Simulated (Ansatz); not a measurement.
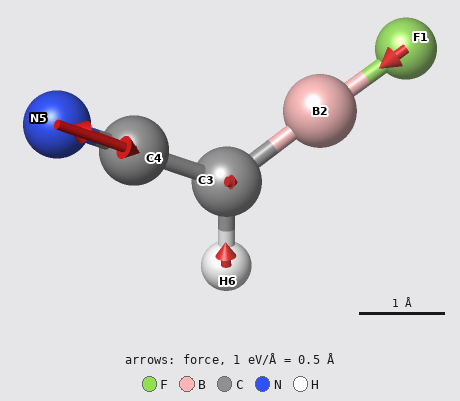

Starting geometry of C2HBFN with the computed forces as red arrows. A ball-and-stick model, seen at a tilt.

The start comes from PBE-D4/def2-SVP.

The calculation used RKS PBE0-D4/def2-TZVP in Ansatz 0.2.0. Set-up: force threshold 0.005 eV/Å; at most 150 steps.

### What follows when this structure is relaxed?

It isn't relaxed: the largest force vector, on N5, is 2.54 eV/Å. The final displacements follow the starting forces only in part (cosine between the two patterns 0.48). The atom that moves furthest after the best rigid fit is N5 (0.040 Å). By element the largest moves are N 0.040 Å, F 0.036 Å, B 0.017 Å, C 0.017 Å, H 0.015 Å. Near-neighbour distances that change, for instance: C4–N5 1.177 → 1.155 Å, C3–H6 1.105 → 1.086 Å, B2–C3 1.409 → 1.392 Å, F1–B2 1.284 → 1.269 Å. The energy falls by 1.18 kcal/mol in 6 geometry steps. The largest force component goes from 1.8 to 0.0018 eV/Å.
